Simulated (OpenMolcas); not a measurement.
Ho³⁺ complex: multiconfigurational calculation (part 2 of 2)

Continued. System: Ho³⁺ with 7 ligands (F; pentagonal bipyramid, 2.2 Å), neutralised by 7 outer point charges of +0.57 e, whose field is part of the energies. Method: state-averaged CASSCF, active space 10 electrons in the shell 4f, basis ANO-RCC-VDZP on the metal and ANO-RCC-VDZP on the ligands, DKH2 scalar Hamiltonian, spin-orbit coupling by RASSI with atomic mean-field integrals (OpenMolcas).

### The program's output (extracts), continued
```
--- RASSI ---
SPIN-FREE ENERGIES:
  (Shifted by EMIN (a.u.) =     -13303.2199533018)

 SF State       Relative EMIN(au)   Rel lowest level(eV)    D:o, cm**(-1)

     1             0.0000000000        0.0000000000              0.0000
     2             0.0000000000        0.0000000000              0.0000
     3             0.0000448268        0.0012197981              9.8383
     4             0.0000549660        0.0014957021             12.0637
     5             0.0000549688        0.0014957782             12.0643
     6             0.0001933829        0.0052622171             42.4426
     7             0.0001933829        0.0052622171             42.4426
     8             0.0006250992        0.0170098167            137.1934
     9             0.0006250992        0.0170098167            137.1934
    10             0.0013023343        0.0354383204            285.8293
    11             0.0013023343        0.0354383204            285.8293
    12             0.0016765229        0.0456205120            367.9542
    13             0.0016795804        0.0457037115            368.6253
    14             0.0804469634        2.1890733930          17656.0676
    15             0.0804469634        2.1890733930          17656.0676
    16             0.0806863152        2.1955864866          17708.5993
    17             0.0811269864        2.2075777631          17805.3154
    18             0.0813754753        2.2143394887          17859.8524
    19             0.0813754783        2.2143395708          17859.8531
    20             0.0818555120        2.2274019534          17965.2083
    21             0.0818555120        2.2274019534          17965.2083
    31             0.0962815769        2.6199551774          21131.3636
    32             0.0962815769        2.6199551774          21131.3636
    33             0.0964482512        2.6244906152          21167.9444
    34             0.0964700306        2.6250832626          21172.7244
    35             0.0964700306        2.6250832626          21172.7244
    36             0.0965255998        2.6265953781          21184.9204
    37             0.0965255998        2.6265953781          21184.9204
    38             0.0965977453        2.6285585568          21200.7545
    39             0.0965977453        2.6285585568          21200.7545
    40             0.0966314440        2.6294755456          21208.1505
    41             0.0966314440        2.6294755456          21208.1505
    42             0.0966671504        2.6304471656          21215.9872
    43             0.0966671504        2.6304471656          21215.9872
    44             0.0966899762        2.6310682878          21220.9969
    45             0.0966990485        2.6313151589          21222.9880
    46             0.1225696692        3.3352906115          26900.9330
    47             0.1226245232        3.3367832637          26912.9720
    48             0.1226245253        3.3367833210          26912.9725
    49             0.1230173510        3.3474726540          26999.1878
Eigenvalues of complex Hamiltonian:
   -----------------------------------
  (Shifted by EMIN (a.u.) =     -13303.2199533018)

 SO State       Relative EMIN(au)   Rel lowest level(eV)    D:o, cm**(-1)

     1            -0.0365768850        0.0000000000              0.0000
     2            -0.0365768850        0.0000000000              0.0000
     3            -0.0364819611        0.0025830117             20.8334
     4            -0.0364584741        0.0032221246             25.9882
     5            -0.0364584719        0.0032221850             25.9887
     6            -0.0363740454        0.0055195487             44.5182
     7            -0.0363740454        0.0055195474             44.5182
     8            -0.0361970840        0.0103349112             83.3567
     9            -0.0361970839        0.0103349146             83.3567
    10            -0.0359066244        0.0182387203            147.1052
    11            -0.0359066244        0.0182387203            147.1052
    12            -0.0355366872        0.0283052259            228.2970
    13            -0.0355364953        0.0283104462            228.3391
    14            -0.0353909026        0.0322722261            260.2931
    15            -0.0353909026        0.0322722261            260.2931
    16            -0.0352425549        0.0363089732            292.8516
    17            -0.0352425549        0.0363089732            292.8516
    18            -0.0130061382        0.6413926958           5173.1810
    19            -0.0129478086        0.6429799249           5185.9828
    20            -0.0129478070        0.6429799701           5185.9832
    21            -0.0127880263        0.6473278243           5221.0510
    22            -0.0127880263        0.6473278227           5221.0510
    23            -0.0127112818        0.6494161479           5237.8945
    24            -0.0127112818        0.6494161479           5237.8945
    25            -0.0125592629        0.6535527920           5271.2588
    26            -0.0125592628        0.6535527954           5271.2588
    27            -0.0123022132        0.6605474704           5327.6746
    28            -0.0123022132        0.6605474706           5327.6746
    29            -0.0121990162        0.6633556038           5350.3238
    30            -0.0121990162        0.6633556035           5350.3238
    31            -0.0121120140        0.6657230563           5369.4186
    32            -0.0121104240        0.6657663203           5369.7675
    33             0.0040254091        1.1048447073           8911.1735
    34             0.0041090366        1.1071203277           8929.5276
    35             0.0041090380        1.1071203664           8929.5280
    36             0.0043252304        1.1130032623           8976.9767
    37             0.0043252304        1.1130032625           8976.9767
    38             0.0044740502        1.1170528550           9009.6389
    39             0.0044740502        1.1170528551           9009.6389
    40             0.0045824774        1.1200033087           9033.4359
    41             0.0045824775        1.1200033109           9033.4359
Weights of the five most important spin-orbit-free states for each spin-orbit state.

 SO State  Total energy (au)           Spin-free states, spin, and weights
 -------------------------------------------------------------------------------------------------------
    1        -0.036577       1 2.0  0.4718    2 2.0  0.4718   32 1.0  0.0273   31 1.0  0.0273  142 0.0  0.0006
    2        -0.036577       2 2.0  0.4718    1 2.0  0.4718   31 1.0  0.0273   32 1.0  0.0273  143 0.0  0.0006
    3        -0.036482       3 2.0  0.4074    4 2.0  0.2322    5 2.0  0.2322    6 2.0  0.0359    7 2.0  0.0359
    4        -0.036458       4 2.0  0.4254    3 2.0  0.3064    7 2.0  0.0808    6 2.0  0.0808    5 2.0  0.0327
    5        -0.036458       5 2.0  0.4254    3 2.0  0.3064    6 2.0  0.0808    7 2.0  0.0808    4 2.0  0.0327
    6        -0.036374       7 2.0  0.3483    5 2.0  0.1887    4 2.0  0.1887    3 2.0  0.1105    8 2.0  0.0500
    7        -0.036374       6 2.0  0.3483    5 2.0  0.1887    4 2.0  0.1887    3 2.0  0.1105    8 2.0  0.0500
    8        -0.036197       8 2.0  0.2783    6 2.0  0.2165    7 2.0  0.2165    5 2.0  0.0883    4 2.0  0.0883
    9        -0.036197       9 2.0  0.2783    7 2.0  0.2165    6 2.0  0.2165    5 2.0  0.0883    4 2.0  0.0883
   10        -0.035907       9 2.0  0.2284    8 2.0  0.2284    7 2.0  0.1340    6 2.0  0.1340   11 2.0  0.1032
   11        -0.035907       8 2.0  0.2284    9 2.0  0.2284    7 2.0  0.1340    6 2.0  0.1340   10 2.0  0.1032
   12        -0.035537      10 2.0  0.2183   11 2.0  0.2183    9 2.0  0.1920    8 2.0  0.1920   12 2.0  0.1152
```

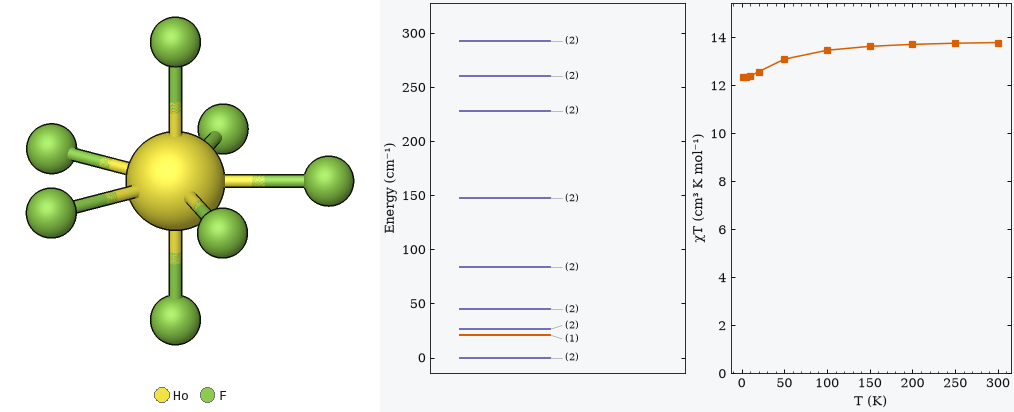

Figure 2. Ho³⁺ (4f¹⁰) with 7 ligands, F⁻, at 2.2 Å (arrangement: pentagonal bipyramid, D5h), axial distortion 0.97, neutralised by outer point charges of +0.57 e, and its levels and susceptibility. Labels give the representation in O, Td, D4 or D3 as the site allows (double group for half-integer spin) where it could be assigned and, in brackets, the degeneracy; spin-free states, where drawn, share the zero of the spin-orbit levels. Powder susceptibility by Van Vleck's formula. The ground level is doubly degenerate, 94 % from states of spin multiplicity 5 (of the 210 states of multiplicity 3, 105 enter the spin-orbit step), effective J = 8.01, with |mJ| = 8 the largest share (100 %). Its principal g values are 0.00, 0.00 and 19.85, easy-axis. The next level lies at 21 cm⁻¹. The lowest J multiplet spreads over 293 cm⁻¹. χT is 12.3 cm³ K mol⁻¹ at 2 K and 13.8 at 300 K, an effective moment of 10.50 μB. The active orbitals hold 99 to 100 % metal character (Löwdin), and the Mulliken charge of the metal is +2.40.

### Results in brief

- outcome: converged
- energy of the lowest spin-free term: −13303.21995 hartree
- energy of the lowest spin-orbit level: −13303.25653 hartree
- largest spread among components of a term: 0.1 cm⁻¹
- hardware: 1 thread of Intel Xeon (Sapphire Rapids), 16 GiB of memory available, shared host
- wall time: 2.8 min
- peak memory: 0.6 GiB

### Remarks

Without dynamic correlation the splittings between terms come out too large, often by 20 to 50 %. Limits: high states of lower spin left out of the spin-orbit mixing; distances are set from ionic radii, not optimised; spin-free states above about 45,000 cm⁻¹ are left out of the spin-orbit step.
